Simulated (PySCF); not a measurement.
# [PbF3]−: forces at shaken geometries

How stiff is [PbF3]−? Its atoms are displaced at random by several amounts. The structure is generated, not taken from experiment.

Method: PBE, Pb def2-SVP with ECP60, F def2-SVP; scalar-relativistic core potentials, no spin–orbit coupling; program: PySCF 2.14.0.

1 further run of the same task is left out (for a known fault of the program).

## 1. Starting geometry

4 atoms, charge -1, spin multiplicity 1.

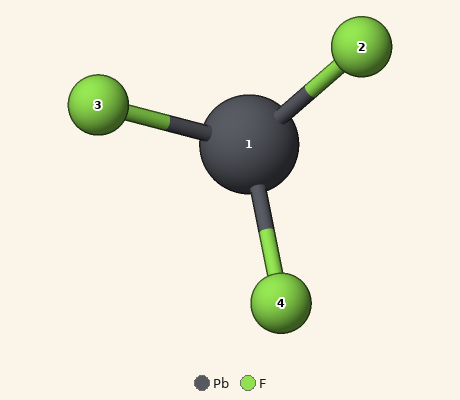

The structure; lead dark grey, fluorine green; atoms are numbered from 1 in the order of the file.

Coordinates:

```
Pb    0.00000    0.00000   -0.61843
F     1.86507    0.00001    0.43331
F    -0.93254    1.61519    0.43331
F    -0.93252   -1.61520    0.43331
```

Formal oxidation states: Pb +2. An earlier session relaxed this geometry at PBE, Pb def2-SVP with ECP60, F def2-SVP (singlet, point group C3v).

Its energy there is -492.064952 Eh.

## 2. Atoms moved at random, σ = 0.15 Å

run.py (the lines that set the calculation) reads:

```python
mol = gto.M(atom='''
Pb    -0.00174     0.15356    -0.80079
F      1.71201    -0.08854     0.65220
F     -0.81303     1.43641     0.53352
F     -0.89725    -1.50143     0.29656''',
    basis={'Pb': 'def2-SVP', 'F': 'def2-SVP'},
    ecp={'Pb': 'def2-SVP'},
    charge=-1, spin=0)
mf = dft.RKS(mol, xc='PBE')
mf.grids.atom_grid = (50, 194)
mf = mf.density_fit()  # fitting sets: Pb def2-universal-JKFIT, F def2-universal-JKFIT
mf.conv_tol = 1e-08; mf.max_cycle = 55
mf.kernel(dm0)  # dm0: the density of the relaxed state
```

On the command line:

```
$ OMP_NUM_THREADS=2 python run.py
```

The log of the run:

```text
init E= -492.047898296781
  HOMO = -0.0394719334615874  LUMO = 0.130666648037876  gap/eV = 4.62971
cycle= 1 E= -492.045566689543  delta_E= 0.00233  |g|= 0.134  |ddm|= 0.587
  HOMO = 0.0125025093992913  LUMO = 0.14523900220939  gap/eV = 3.61194
cycle= 2 E= -492.012727378681  delta_E= 0.0328  |g|= 0.425  |ddm|= 0.508
  HOMO = -0.0266397359928578  LUMO = 0.143214541765458  gap/eV = 4.62197
cycle= 3 E= -492.049772296108  delta_E= -0.037  |g|= 0.0489  |ddm|= 0.344
  HOMO = -0.0220582313834875  LUMO = 0.142745191818768  gap/eV = 4.48453
cycle= 4 E= -492.050207800436  delta_E= -0.000436  |g|= 0.033  |ddm|= 0.0715
  HOMO = -0.0245227202407255  LUMO = 0.142439876776828  gap/eV = 4.54328
cycle= 5 E= -492.050404075847  delta_E= -0.000196  |g|= 0.0032  |ddm|= 0.0254
  HOMO = -0.0246008550442226  LUMO = 0.142357718091819  gap/eV = 4.54317
cycle= 6 E= -492.050405846866  delta_E= -1.77e-06  |g|= 0.0021  |ddm|= 0.0053
  HOMO = -0.0245927970347835  LUMO = 0.142369217820268  gap/eV = 4.54327
cycle= 7 E= -492.050406652591  delta_E= -8.06e-07  |g|= 0.000677  |ddm|= 0.00189
  HOMO = -0.0246575977219608  LUMO = 0.142384133560937  gap/eV = 4.54544
cycle= 8 E= -492.050406756462  delta_E= -1.04e-07  |g|= 5.31e-05  |ddm|= 0.000715
  HOMO = -0.0246562031164587  LUMO = 0.142381268597176  gap/eV = 4.54532
cycle= 9 E= -492.050406757218  delta_E= -7.57e-10  |g|= 1.04e-05  |ddm|= 8.01e-05
  HOMO = -0.0246590875385717  LUMO = 0.142381324099538  gap/eV = 4.54540
Extra cycle  E= -492.050406757087  delta_E= 1.31e-10  |g|= 2.78e-05  |ddm|= 3.37e-05
converged SCF energy = -492.050406757087
```

Wall time 1.5 s (2 threads of Arm Neoverse V1, shared host).

It gives: E = -492.050407 Eh (+0.396 eV from the relaxed state), HOMO -0.67 eV, LUMO 3.87 eV, Mulliken charge on Pb1 +0.50 e, largest force component 2.029 eV/Å. 

```
atom      Fx      Fy  Fz (eV/Å)
 Pb1   1.518  -2.029      1.024
  F2  -0.628   0.261     -1.188
  F3  -0.873   1.462      0.920
  F4  -0.017   0.306     -0.755
```

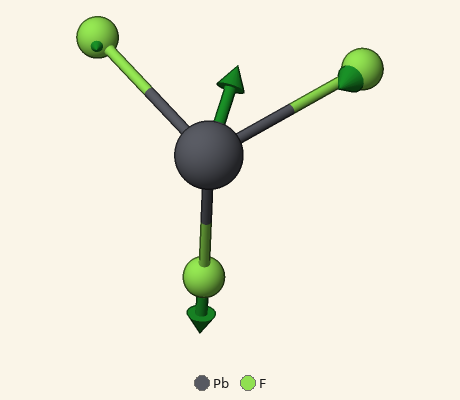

Forces as arrows, the longest for the largest force.

## 3. Atoms moved at random, σ = 0.03 Å

run.py (the lines that set the calculation), as its differences from that of step 2:

```diff
@@ -1,6 +1,6 @@
 mol = gto.M(atom='''
-Pb    -0.00174     0.15356    -0.80079
-F      1.71201    -0.08854     0.65220
-F     -0.81303     1.43641     0.53352
-F     -0.89725    -1.50143     0.29656''',
+Pb    -0.04385     0.01520    -0.62188
+F      1.87866     0.02378     0.39589
+F     -0.93381     1.62875     0.49411
+F     -0.90100    -1.66773     0.41337''',
     basis={'Pb': 'def2-SVP', 'F': 'def2-SVP'},
```

On the command line:

```
$ OMP_NUM_THREADS=2 python run.py
```

The log of the run:

```text
init E= -492.05373981568
  HOMO = -0.0321703264107747  LUMO = 0.155665295205291  gap/eV = 5.11127
cycle= 1 E= -492.064144622376  delta_E= -0.0104  |g|= 0.0215  |ddm|= 0.132
  HOMO = -0.0252759328540072  LUMO = 0.160003175056189  gap/eV = 5.04170
cycle= 2 E= -492.06389948957  delta_E= 0.000245  |g|= 0.0419  |ddm|= 0.0719
  HOMO = -0.0276640693277372  LUMO = 0.159702875859885  gap/eV = 5.09851
cycle= 3 E= -492.064260634184  delta_E= -0.000361  |g|= 0.00955  |ddm|= 0.0398
  HOMO = -0.0275173031727151  LUMO = 0.159548369804066  gap/eV = 5.09032
cycle= 4 E= -492.064279298679  delta_E= -1.87e-05  |g|= 0.00186  |ddm|= 0.0116
  HOMO = -0.0274844640895244  LUMO = 0.159545182483555  gap/eV = 5.08934
cycle= 5 E= -492.064279770645  delta_E= -4.72e-07  |g|= 0.00116  |ddm|= 0.00228
  HOMO = -0.0275075568837496  LUMO = 0.159539560228368  gap/eV = 5.08981
cycle= 6 E= -492.064280019073  delta_E= -2.48e-07  |g|= 5.53e-05  |ddm|= 0.000899
  HOMO = -0.0275160722045849  LUMO = 0.159531652910887  gap/eV = 5.08983
cycle= 7 E= -492.064280019566  delta_E= -4.93e-10  |g|= 2.55e-05  |ddm|= 0.000112
  HOMO = -0.0275179686505909  LUMO = 0.159532883927269  gap/eV = 5.08991
Extra cycle  E= -492.064280018681  delta_E= 8.85e-10  |g|= 7.19e-05  |ddm|= 8.71e-05
converged SCF energy = -492.064280018681
```

Run time: 1.4 s. Hardware: 2 threads of Arm Neoverse V1, shared host.

Read off: E = -492.064280 Eh (+0.018 eV from the relaxed state), HOMO -0.75 eV, LUMO 4.34 eV, Mulliken charge on Pb1 +0.52 e, largest force component 0.413 eV/Å. 

```
atom      Fx      Fy  Fz (eV/Å)
 Pb1   0.389   0.005      0.413
  F2  -0.397  -0.009     -0.245
  F3   0.019  -0.171     -0.099
  F4  -0.011   0.175     -0.069
```

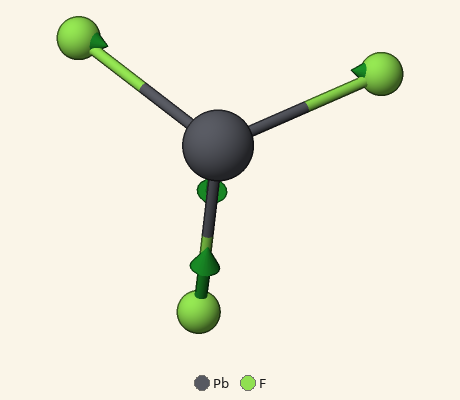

Forces as arrows, the longest for the largest force.

## 4. Atoms moved at random, σ = 0.03 Å

run.py (the lines that set the calculation), as its differences from that of step 3:

```diff
@@ -1,6 +1,6 @@
 mol = gto.M(atom='''
-Pb    -0.04385     0.01520    -0.62188
-F      1.87866     0.02378     0.39589
-F     -0.93381     1.62875     0.49411
-F     -0.90100    -1.66773     0.41337''',
+Pb     0.00329    -0.00943    -0.63291
+F      1.87347    -0.02671     0.46945
+F     -0.91055     1.64286     0.42585
+F     -0.96622    -1.60672     0.41909''',
     basis={'Pb': 'def2-SVP', 'F': 'def2-SVP'},
```

On the command line:

```
$ OMP_NUM_THREADS=2 python run.py
```

The log of the run:

```text
init E= -492.055012861383
  HOMO = -0.0314085236447595  LUMO = 0.157514815196003  gap/eV = 5.14087
cycle= 1 E= -492.064400256742  delta_E= -0.00939  |g|= 0.0212  |ddm|= 0.0826
  HOMO = -0.0258788354178602  LUMO = 0.160693345629603  gap/eV = 5.07689
cycle= 2 E= -492.063795232479  delta_E= 0.000605  |g|= 0.0589  |ddm|= 0.0784
  HOMO = -0.0276692225745666  LUMO = 0.160446848633708  gap/eV = 5.11890
cycle= 3 E= -492.064521764184  delta_E= -0.000727  |g|= 0.00491  |ddm|= 0.0471
  HOMO = -0.0279420663692126  LUMO = 0.160395117291788  gap/eV = 5.12492
cycle= 4 E= -492.064528695997  delta_E= -6.93e-06  |g|= 0.00208  |ddm|= 0.00925
  HOMO = -0.0278546160593019  LUMO = 0.160385643005097  gap/eV = 5.12228
cycle= 5 E= -492.064529443512  delta_E= -7.48e-07  |g|= 0.000633  |ddm|= 0.00192
  HOMO = -0.0278788092682639  LUMO = 0.160376418955984  gap/eV = 5.12269
cycle= 6 E= -492.064529519734  delta_E= -7.62e-08  |g|= 0.000102  |ddm|= 0.000606
  HOMO = -0.0278843621216363  LUMO = 0.160372977326279  gap/eV = 5.12274
cycle= 7 E= -492.064529520914  delta_E= -1.18e-09  |g|= 6.65e-05  |ddm|= 0.000125
  HOMO = -0.0278872335630824  LUMO = 0.160370415052803  gap/eV = 5.12275
Extra cycle  E= -492.064529514749  delta_E= 6.17e-09  |g|= 0.00019  |ddm|= 0.000197
converged SCF energy = -492.064529514749
```

Wall time 1.4 s (2 threads of Arm Neoverse V1, shared host).

Result: E = -492.064530 Eh (+0.011 eV from the relaxed state), HOMO -0.76 eV, LUMO 4.36 eV, Mulliken charge on Pb1 +0.52 e, largest force component 0.467 eV/Å. 

```
atom      Fx      Fy  Fz (eV/Å)
 Pb1   0.212   0.234      0.467
  F2  -0.339  -0.022     -0.221
  F3   0.091  -0.248     -0.195
  F4   0.036   0.036     -0.052
```

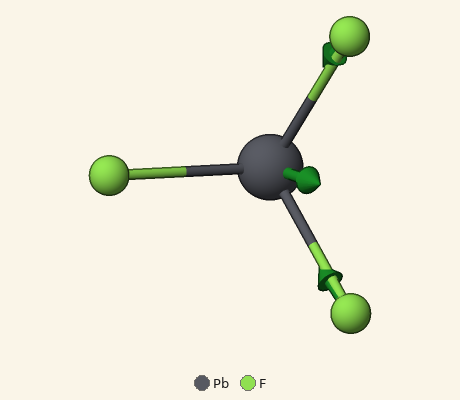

Forces as arrows, the longest for the largest force.

## 5. Results

| σ (Å) | energy rise (eV) | harmonic estimate −½ F·u (eV) | largest force component (eV/Å) |
| --- | --- | --- | --- |
| 0.15 | 0.396 | 0.412 | 2.03 |
| 0.03 | 0.018 | 0.016 | 0.41 |
| 0.03 | 0.011 | 0.011 | 0.47 |

Every displacement raises the energy. For a harmonic well the rise equals −½ F·u; the two differ by at most 14 % here (a move with σ = 0.03 Å), from anharmonicity, the grid and the small forces left at the relaxed point. These are double-zeta-type bases without diffuse functions. Spin–orbit coupling is left out.
